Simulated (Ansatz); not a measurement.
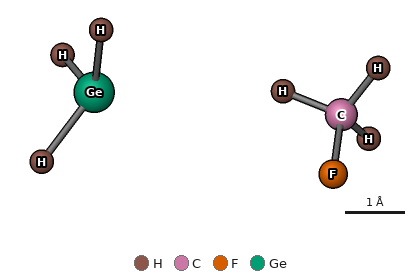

Fig. 1: The starting structure (ball-and-stick view, seen at a tilt). Sticks mark near contacts. Bond lengths as drawn: C–F 1.38 Å, C–H 1.09 Å and Ge–H 1.54 Å.

**Nudged elastic band, with input and output: CH6FGe**

CH6FGe, multiplicity 2, computed with UKS PBE0-D4/def2-mTZVP (Ansatz 0.2.0).

It belongs to a series of runs on one base structure; here: band between the two ends.

### Log
```
Engine: ansatz 0.2.0, x86_64-unknown-linux-gnu
Functional definition: PBE0
  parameter a = 0.25
  parameter kappa = 0.804
  parameter beta = 0.06672455060314922
  exchange = (1 - a)*pbe_x(kappa = kappa, mu = beta*pi^2/3) + a*exact_x
  correlation = pbe_c(beta = beta)
933 factors; integrals over basis functions are off by at most 5.8e-4 eV
mean field evaluation 1: about -60355.8710 eV, gradient 2.4e1 eV
mean field evaluation 2: about -60356.0893 eV, gradient 2.4e1 eV
mean field evaluation 4: about -60358.0867 eV, gradient 1.3e0 eV
mean field evaluation 8: about -60358.1324 eV, gradient 4.4e-2 eV
mean field evaluation 16: about -60358.1324 eV, gradient 2.0e-5 eV
mean field -60358.13236036 eV, -2218.1204520318 hartree, gradient 2.0e-5 eV, S^2 0.751693; 0 other end points of the search recorded, 0 dependent functions left out
the calculation of the forces begins
reference -60358.13239412 eV, -2218.1204532724 hartree; 27, 26 occupied and 65, 66 virtual orbitals, 933 factors
932 factors; integrals over basis functions are off by at most 8.3e-4 eV
mean field evaluation 32: about -60357.3400 eV, gradient 2.8e-5 eV
mean field -60357.34000536 eV, -2218.0913335227 hartree, gradient 2.8e-5 eV, S^2 0.754008; 0 other end points of the search recorded, 0 dependent functions left out
[... from here on the field's lines of each further geometry are left out, up to the last ...]
NEB iter   1: max|band force component| = 3.348e0 eV/Å  barrier→ = 1.3212 eV  barrier← = 0.5272 eV  Δτ_max = 0.2000 Å  (222 SCF iters)
NEB iter   2: max|band force component| = 2.172e0 eV/Å  barrier→ = 1.0039 eV  barrier← = 0.2100 eV  Δτ_max = 0.1281 Å  (190 SCF iters)
NEB iter   3: max|band force component| = 1.951e0 eV/Å  barrier→ = 0.9701 eV  barrier← = 0.1762 eV  Δτ_max = 0.0553 Å  (189 SCF iters)
NEB iter   4: max|band force component| = 7.053e-1 eV/Å  barrier→ = 0.9957 eV  barrier← = 0.2018 eV  Δτ_max = 0.0595 Å  (186 SCF iters)
NEB iter   5: max|band force component| = 2.523e-1 eV/Å  barrier→ = 0.9685 eV  barrier← = 0.1746 eV  Δτ_max = 0.0645 Å  (188 SCF iters)
NEB iter   6: max|band force component| = 1.507e-1 eV/Å  barrier→ = 0.9600 eV  barrier← = 0.1661 eV  Δτ_max = 0.1105 Å  (182 SCF iters)
NEB iter   7: max|band force component| = 2.384e-1 eV/Å  barrier→ = 0.9672 eV  barrier← = 0.1733 eV  Δτ_max = 0.0553 Å  (176 SCF iters)
NEB iter   8: max|band force component| = 1.334e-1 eV/Å  barrier→ = 0.9632 eV  barrier← = 0.1693 eV  Δτ_max = 0.0553 Å  (188 SCF iters)
NEB iter   9: max|band force component| = 1.045e-1 eV/Å  barrier→ = 0.9698 eV  barrier← = 0.1759 eV  Δτ_max = 0.0552 Å  (190 SCF iters)
NEB iter  10: max|band force component| = 1.476e-1 eV/Å  barrier→ = 0.9644 eV  barrier← = 0.1705 eV  Δτ_max = 0.0276 Å  (178 SCF iters)
NEB iter  11: max|band force component| = 1.846e-1 eV/Å  barrier→ = 0.9679 eV  barrier← = 0.1739 eV  Δτ_max = 0.0138 Å  (163 SCF iters)
NEB iter  12: max|band force component| = 1.593e-1 eV/Å  barrier→ = 0.9662 eV  barrier← = 0.1723 eV  Δτ_max = 0.0138 Å  (156 SCF iters)
NEB iter  13: max|band force component| = 1.164e-1 eV/Å  barrier→ = 0.9653 eV  barrier← = 0.1714 eV  Δτ_max = 0.0138 Å  (156 SCF iters)
NEB iter  14: max|band force component| = 6.567e-2 eV/Å  barrier→ = 0.9652 eV  barrier← = 0.1713 eV  Δτ_max = 0.0138 Å  (158 SCF iters)
the calculation of the forces begins
reference -60357.33321428 eV, -2218.0910839550 hartree; 27, 26 occupied and 65, 66 virtual orbitals, 933 factors
933 factors; integrals over basis functions are off by at most 6.0e-4 eV
mean field -60357.14889886 eV, -2218.0843104882 hartree, gradient 2.8e-5 eV, S^2 0.757147; 1 other end points of the search recorded, 0 dependent functions left out
the calculation of the forces begins
reference -60357.14892993 eV, -2218.0843116299 hartree; 27, 26 occupied and 65, 66 virtual orbitals, 933 factors
NEB iter  15: max|band force component| = 3.461e-2 eV/Å  barrier→ = 0.9650 eV  barrier← = 0.1711 eV  Δτ_max = 0.0000 Å  (325 SCF iters)
```

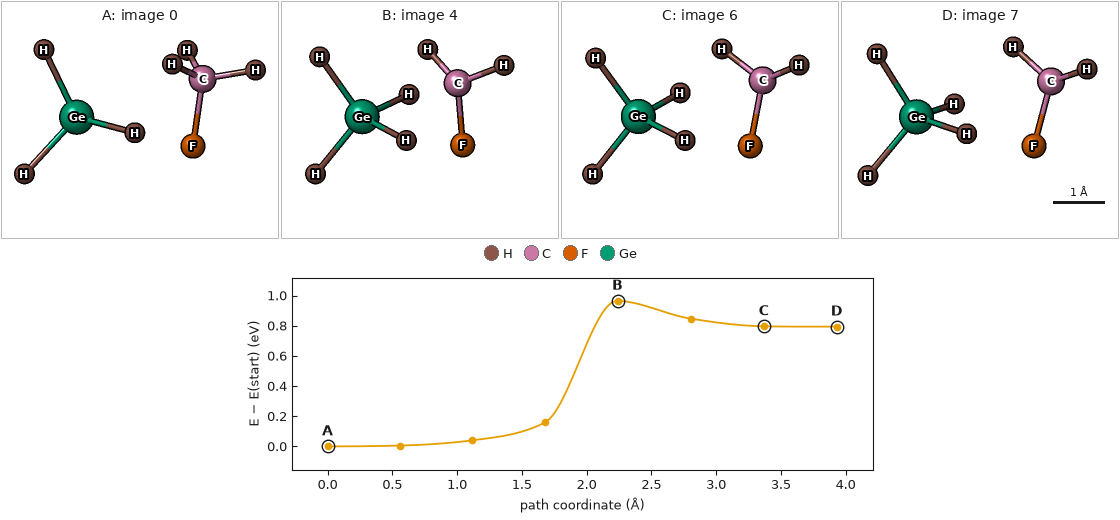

Fig. 2: Images of the last band (counted from 0; ball-and-stick, seen at a tilt) above the energy along the path; the line is a cubic interpolation that uses the forces. The highest image is number 4, 0.965 eV above the start and 0.171 eV above the end; the end lies 0.794 eV above the start. The path is 3.93 Å long. The band converged in 15 iterations.

```
Total energy: -60357.23992168 eV, -2218.0876555152 hartree
Atom 0 at    -0.089985     0.145943     0.008817 Å, force     0.005632    -0.006555     0.007994 eV/Å
Atom 1 at    -0.734025     0.475177    -1.503481 Å, force     0.003495    -0.007292    -0.044604 eV/Å
Atom 2 at    -0.331208    -0.569690    -2.248440 Å, force    -0.009175     0.003853    -0.003426 eV/Å
Atom 3 at     0.627004    -0.361697     1.377824 Å, force     0.017265    -0.011432     0.040046 eV/Å
Atom 4 at    -0.239817     1.404111    -1.769435 Å, force    -0.010329     0.020188    -0.012500 eV/Å
Atom 5 at    -1.801307     0.475225    -1.307003 Å, force    -0.021110     0.006727    -0.015404 eV/Å
Atom 6 at     2.089515     0.117766     1.402227 Å, force     0.005517    -0.002529     0.009928 eV/Å
Atom 7 at    -0.112866     0.211800     2.600779 Å, force     0.006762    -0.002581     0.010207 eV/Å
Atom 8 at     0.592688    -1.898637     1.438712 Å, force     0.001942    -0.000380     0.007760 eV/Å
Dipole moment:    -0.162864     0.275174     0.010566 e Å
this run last wrote the band of iteration 15 to [file]
```

### The last band as extended XYZ (Å, eV, eV/Å)
```
9
Properties=species:S:1:pos:R:3:forces:R:3 image=0 energy=-60358.20490
H    -0.6817    0.6950   -0.6520   -0.0053   0.0093   0.0022
C    -0.8785    0.6519   -1.7258    0.0087  -0.0196  -0.0109
F    -0.3776   -0.5334   -2.2256    0.0008   0.0055   0.0075
Ge    0.8764   -0.7237    1.8852   -0.0035   0.0016  -0.0017
H    -0.3863    1.4878   -2.2271   -0.0016   0.0033   0.0017
H    -1.9545    0.6906   -1.9074   -0.0010   0.0023   0.0015
H     2.2236   -0.0161    1.6410    0.0001   0.0002  -0.0026
H     0.0948   -0.0329    3.0214    0.0029  -0.0012   0.0048
H     1.0837   -2.2190    2.1902   -0.0011  -0.0012  -0.0026
9
Properties=species:S:1:pos:R:3:forces:R:3 image=1 energy=-60358.19936
H    -0.4804    0.5381   -0.6438   -0.0058   0.0175   0.0146
C    -0.8332    0.5880   -1.6766   -0.0101  -0.0124  -0.0445
F    -0.3784   -0.5235   -2.3579   -0.0068   0.0138   0.0074
Ge    0.8367   -0.5866    1.8425    0.0062  -0.0103   0.0148
H    -0.4449    1.4878   -2.1584   -0.0010  -0.0023  -0.0025
H    -1.9252    0.5978   -1.6934    0.0064  -0.0021  -0.0070
H     2.2573   -0.0058    1.7067    0.0014  -0.0018   0.0049
H     0.1011    0.0276    3.0500    0.0082  -0.0047   0.0083
H     0.8670   -2.1235    1.9309    0.0015   0.0021   0.0040
9
Properties=species:S:1:pos:R:3:forces:R:3 image=2 energy=-60358.16455
H    -0.4062    0.4021   -0.5271   -0.0293   0.0353  -0.0371
C    -0.7740    0.5173   -1.5525   -0.0005   0.0026  -0.0133
F    -0.3516   -0.5634   -2.2985   -0.0117   0.0017  -0.0135
Ge    0.7827   -0.4742    1.6997    0.0182  -0.0091   0.0365
H    -0.3691    1.4348   -1.9836   -0.0155   0.0109  -0.0338
H    -1.8651    0.5500   -1.5449   -0.0150   0.0020  -0.0424
H     2.2305    0.0444    1.6307    0.0139  -0.0141   0.0330
H     0.0311    0.0999    2.9152    0.0250  -0.0186   0.0390
H     0.7217   -2.0107    1.6610    0.0149  -0.0105   0.0316
9
Properties=species:S:1:pos:R:3:forces:R:3 image=3 energy=-60358.04629
H    -0.2897    0.2691   -0.4086   -0.1912   0.1192  -0.4087
C    -0.7055    0.4598   -1.4236    0.0346  -0.0001   0.1033
F    -0.3333   -0.5736   -2.2540   -0.0042  -0.0098  -0.0164
Ge    0.7093   -0.4122    1.5429    0.0818  -0.0485   0.1582
H    -0.2970    1.3988   -1.8037   -0.0473   0.0043  -0.0345
H    -1.7949    0.5032   -1.3573    0.0007   0.0256  -0.0570
H     2.1524    0.1097    1.4763    0.0614  -0.0184   0.0751
H    -0.0773    0.1901    2.7173    0.0304  -0.0177   0.1104
H     0.6360   -1.9448    1.5107    0.0338  -0.0545   0.0698
9
Properties=species:S:1:pos:R:3:forces:R:3 image=4 energy=-60357.23989
H    -0.0900    0.1459    0.0088    0.0056  -0.0066   0.0080
C    -0.7340    0.4752   -1.5035    0.0035  -0.0073  -0.0446
F    -0.3312   -0.5697   -2.2484   -0.0092   0.0039  -0.0034
Ge    0.6270   -0.3617    1.3778    0.0173  -0.0114   0.0400
H    -0.2398    1.4041   -1.7694   -0.0103   0.0202  -0.0125
H    -1.8013    0.4752   -1.3070   -0.0211   0.0067  -0.0154
H     2.0895    0.1178    1.4022    0.0055  -0.0025   0.0099
H    -0.1129    0.2118    2.6008    0.0068  -0.0026   0.0102
H     0.5927   -1.8986    1.4387    0.0019  -0.0004   0.0078
9
Properties=species:S:1:pos:R:3:forces:R:3 image=5 energy=-60357.35819
H    -0.0213    0.1317    0.2448    0.0178  -0.0041   0.0579
C    -0.8466    0.5566   -1.7593   -0.0201   0.0136  -0.0663
F    -0.3610   -0.5506   -2.3279   -0.0132   0.0075  -0.0172
Ge    0.6797   -0.4009    1.5088    0.0143  -0.0062   0.0317
H    -0.2899    1.4612   -1.9568   -0.0111   0.0206  -0.0486
H    -1.8930    0.5215   -1.4927   -0.0326   0.0022  -0.0456
H     2.1423    0.0691    1.5139    0.0149  -0.0106   0.0275
H    -0.0394    0.1468    2.7514    0.0193  -0.0131   0.0383
H     0.6292   -1.9354    1.5177    0.0106  -0.0100   0.0222
9
Properties=species:S:1:pos:R:3:forces:R:3 image=6 energy=-60357.40897
H    -0.0145    0.0886    0.4023   -0.0006   0.0069   0.0166
C    -0.9895    0.6467   -2.1349   -0.0045   0.0093  -0.0137
F    -0.3710   -0.5138   -2.3702   -0.0017  -0.0010  -0.0019
Ge    0.7272   -0.4420    1.6364    0.0010  -0.0022   0.0022
H    -0.3350    1.5048   -2.0586   -0.0025  -0.0010  -0.0067
H    -1.9374    0.5627   -1.6201   -0.0005  -0.0036  -0.0081
H     2.1859    0.0364    1.5997    0.0022  -0.0025   0.0021
H     0.0478    0.0928    2.9062    0.0043  -0.0034   0.0059
H     0.6864   -1.9762    1.6392    0.0023  -0.0025   0.0037
9
Properties=species:S:1:pos:R:3:forces:R:3 image=7 energy=-60357.41098
H     0.0156   -0.1870    0.4269   -0.0006  -0.0002   0.0013
C    -1.0351    0.7347   -2.2481   -0.0084   0.0165   0.0185
F    -0.5082   -0.4740   -2.4632   -0.0043   0.0111   0.0032
Ge    0.7709   -0.5074    1.7239    0.0000   0.0005   0.0002
H    -0.3142    1.5378   -2.1618   -0.0154  -0.0228  -0.0051
H    -1.9979    0.7312   -1.7525    0.0284  -0.0045  -0.0175
H     2.1801    0.0998    1.6588   -0.0001   0.0000  -0.0008
H     0.0140    0.0939    2.9179    0.0006  -0.0003   0.0007
H     0.8748   -2.0289    1.8981   -0.0002  -0.0002  -0.0006
```

This output came from the following input.

### Input file
```yaml
crystal:
  periodic: [false, false, false]
  atoms:
    - { symbol: H, position_ang: [-0.681684, 0.695004, -0.652031] }
    - { symbol: C, position_ang: [-0.878458, 0.651891, -1.725781] }
    - { symbol: F, position_ang: [-0.377597, -0.533438, -2.225555] }
    - { symbol: Ge, position_ang: [0.876356, -0.723734, 1.885225] }
    - { symbol: H, position_ang: [-0.386301, 1.487771, -2.22714] }
    - { symbol: H, position_ang: [-1.954454, 0.690578, -1.907355] }
    - { symbol: H, position_ang: [2.22361, -0.016117, 1.64105] }
    - { symbol: H, position_ang: [0.094825, -0.032948, 3.021372] }
    - { symbol: H, position_ang: [1.083703, -2.219008, 2.190215] }
magnetization:
  spin_polarized: true
  initial_magnetization: 1
basis:
  gaussian: { orbitals: def2-mTZVP }
hamiltonian:
  xc: pbe0
  dispersion: d4
neb:
  order_check: false
  images: 6
  f_tol: 0.05
  max_iterations: 55
  climbing: false
  final_atoms:
    - { symbol: H, position_ang: [0.01562616, -0.18698899, 0.42693411] }
    - { symbol: C, position_ang: [-1.03512794, 0.73466105, -2.24813516] }
    - { symbol: F, position_ang: [-0.50821145, -0.47402638, -2.46324168] }
    - { symbol: Ge, position_ang: [0.77087827, -0.50736102, 1.72389977] }
    - { symbol: H, position_ang: [-0.31420218, 1.53784266, -2.16176947] }
    - { symbol: H, position_ang: [-1.99788986, 0.73117992, -1.7524537] }
    - { symbol: H, position_ang: [2.18010461, 0.09977288, 1.65879508] }
    - { symbol: H, position_ang: [0.01402572, 0.09386078, 2.91791853] }
    - { symbol: H, position_ang: [0.87479667, -2.0289419, 1.89805251] }
  initial_path:
    images:
      - { positions_ang: [[-0.681684, 0.695004, -0.652031], [-0.878458, 0.651891, -1.725781], [-0.377597, -0.533438, -2.225555], [0.876356, -0.723734, 1.885225], [-0.386301, 1.487771, -2.22714], [-1.954454, 0.690578, -1.907355], [2.22361, -0.016117, 1.64105], [0.094825, -0.032948, 3.021372], [1.083703, -2.219008, 2.190215]] }
      - { positions_ang: [[-0.56079935, 0.52926608, -0.54012752], [-0.83772759, 0.61480398, -1.66080059], [-0.40237888, -0.52546415, -2.25720262], [0.80428157, -0.66524455, 1.74986895], [-0.32861703, 1.46395422, -2.10667176], [-1.91306913, 0.68295314, -1.7687964], [2.15949623, 0.02835531, 1.57981934], [0.04645487, 0.01108632, 2.90251165], [1.03235931, -2.13971134, 2.10139895]] }
      - { positions_ang: [[-0.43991469, 0.36352816, -0.42822404], [-0.79699719, 0.57771696, -1.59582017], [-0.42716076, -0.51749031, -2.28885023], [0.73220714, -0.60675511, 1.6145129], [-0.27093306, 1.44013744, -1.98620353], [-1.87168426, 0.67532827, -1.63023781], [2.09538245, 0.07282762, 1.51858868], [-0.00191526, 0.05512064, 2.78365129], [0.98101563, -2.06041467, 2.01258291]] }
      - { positions_ang: [[-0.31903004, 0.19779024, -0.31632055], [-0.75626678, 0.54062994, -1.53083976], [-0.45194264, -0.50951646, -2.32049785], [0.66013271, -0.54826566, 1.47915685], [-0.21324908, 1.41632066, -1.86573529], [-1.83029939, 0.66770341, -1.49167921], [2.03126868, 0.11729993, 1.45735801], [-0.0502854, 0.09915496, 2.66479094], [0.92967194, -1.98111801, 1.92376686]] }
      - { positions_ang: [[-0.2194143, 0.07179124, -0.16218268], [-0.7786482, 0.55245423, -1.60546178], [-0.47060185, -0.50102909, -2.35445309], [0.64506447, -0.51735524, 1.45611039], [-0.20294925, 1.42347375, -1.85639664], [-1.83650452, 0.67350369, -1.46955046], [2.02505362, 0.13385563, 1.45989303], [-0.06182815, 0.1172705, 2.65001187], [0.89982818, -1.95396571, 1.88202936]] }
      - { positions_ang: [[-0.14106748, -0.01446884, 0.03418958], [-0.86414145, 0.61318984, -1.81968624], [-0.48313838, -0.49202819, -2.39071596], [0.6870024, -0.51402383, 1.54537352], [-0.24003356, 1.46159672, -1.95818759], [-1.89029963, 0.6927291, -1.56385154], [2.07673729, 0.12249471, 1.52619371], [-0.03654353, 0.10946726, 2.73931409], [0.89148434, -1.97895777, 1.88737041]] }
      - { positions_ang: [[-0.06272066, -0.10072891, 0.23056185], [-0.94963469, 0.67392544, -2.0339107], [-0.49567492, -0.48302729, -2.42697882], [0.72894034, -0.51069242, 1.63463665], [-0.27711787, 1.49971969, -2.05997853], [-1.94409474, 0.71195451, -1.65815262], [2.12842095, 0.11113379, 1.5924944], [-0.0112589, 0.10166402, 2.82861631], [0.8831405, -2.00394984, 1.89271146]] }
      - { positions_ang: [[0.01562616, -0.18698899, 0.42693411], [-1.03512794, 0.73466105, -2.24813516], [-0.50821145, -0.47402638, -2.46324168], [0.77087827, -0.50736102, 1.72389977], [-0.31420218, 1.53784266, -2.16176947], [-1.99788986, 0.73117992, -1.7524537], [2.18010461, 0.09977288, 1.65879508], [0.01402572, 0.09386078, 2.91791853], [0.87479667, -2.0289419, 1.89805251]] }
```

Run as:
```bash
ansatz run input.yaml --threads 2 --pin off --max-ram 3072MiB --backend cpu --events-out ev --progress --plain --runs-dir out
```

### Key numbers

```csv
quantity,value
outcome,converged
"barrier, forward",0.965 eV
"barrier, backward",0.171 eV
hardware,"2 threads of Intel Xeon @ 2.50GHz (Skylake/Cascade Lake), 128 GiB of memory available, shared host"
wall time,5 min (CPU time 9.6 min)
peak memory,0.28 GiB
```

The order of the saddle point was not checked.
